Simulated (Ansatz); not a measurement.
**Al$_{2}$Cl$_{4}$H$_{2}$: density, localisation and related maps**

```xyz
8

Al   -1.0647    1.5036    2.1942
Al   -0.9991    1.4238   -1.0543
Cl   -0.4631    3.3363    3.0122
Cl   -2.5948    1.9185    0.5271
Cl   -0.3633    3.2147   -1.9365
Cl    0.4829    0.8685    0.6152
H    -1.5114    0.2661    3.0418
H    -1.4126    0.1456   -1.8574
```

Geometry: PBE0-D4/def2-SVP.

Theory: isolated molecule in a Gaussian basis; Kohn-Sham density functional theory, functional PBE0 (Ansatz 0.2.0).

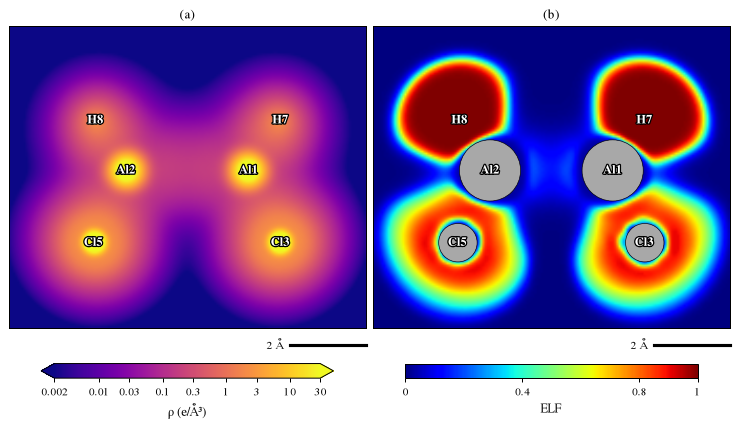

Figure 1. (a) electron density; (b) ELF on the plane of atoms Cl3, Al1 and H7. Grey discs cover the atomic cores in the ELF map.

### Read the bonding off the picture.

- Atoms in the plane: Al, Cl and H.
- Al–Cl (2.10 Å): ρ is about 0.71 e/Å³ halfway; the ELF peaks at about 0.85 in the valence shell of Cl, 0.9 Å from its nucleus, and is about 0.80 at the midpoint.
- Al–H (1.57 Å): the density is about 0.57 e/Å³ at the midpoint; the ELF climbs to about 1 towards the hydrogen.
- The ELF also peaks beside Cl3 and Cl5, away from the bonds: lone-pair regions.

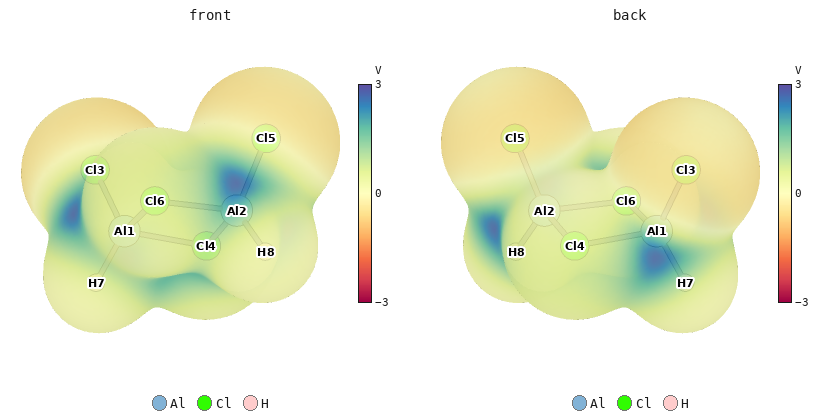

Figure 2. The molecular electrostatic potential painted on the density surface at 0.002 e/bohr³, seen from the front and from behind; the colour scale runs from red (negative) to blue (positive).

### Describe the electrostatic potential map.

The most negative region (about −0.5 V) lies over Cl3 and Cl5, the most positive (about +2.6 V) over Al1 and Al2.

### How polar is the molecule by this calculation?

Its dipole moment is 2.10 D.

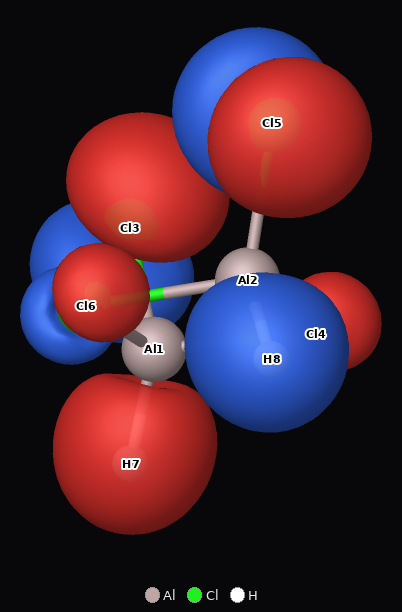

Figure 3. The HOMO at ±0.08 Å⁻³ᐟ² (red and blue are the two phases), seen at an oblique angle.

### Describe this orbital and give its energy.

Its weight (Hirshfeld) is mainly on Cl3 (about 30 %), Cl5 (about 30 %), H7 (about 10 %), H8 (about 10 %), Al1 (about 10 %) and Al2 (about 10 %). Its energy is −9.22 eV.
